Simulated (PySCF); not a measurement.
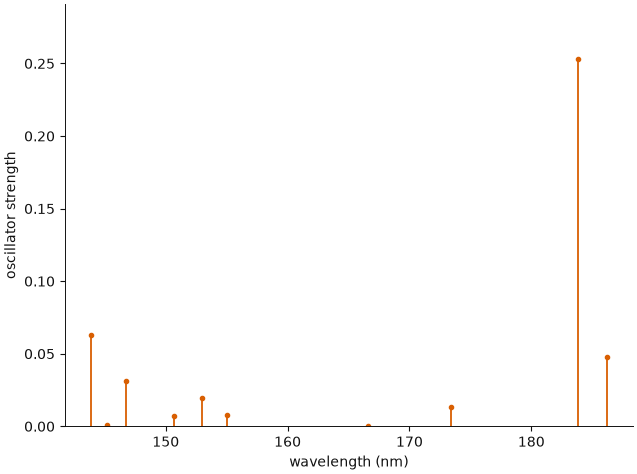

Vertical TDDFT excitations, CAM-B3LYP/def2-SVPD with PySCF 2.14.0, at a PBE0-D3(BJ)/def2-SVP geometry (no frequency check), gas phase. Only the first 10 singlet excitations are included.

Whose absorption spectrum is this?
A. C₇H₁₀O₃, SMILES C=CCOC(=O)OCC=C
B. C₄H₇Cl (2-chloro-1-butene), SMILES C=C(Cl)CC
C. ScCl₃, SMILES [Cl][Sc]([Cl])[Cl], singlet
D. C₃H₃NS, SMILES CC(=S)C#N

Answer. B. Its lowest singlet lies at 6.66 eV (f = 0.048) and the brightest of those computed is S2 at 6.74 eV (184 nm), f = 0.253, mainly HOMO → LUMO (68 %).

Note: one conformer of a flexible molecule; core orbitals are frozen in the response.
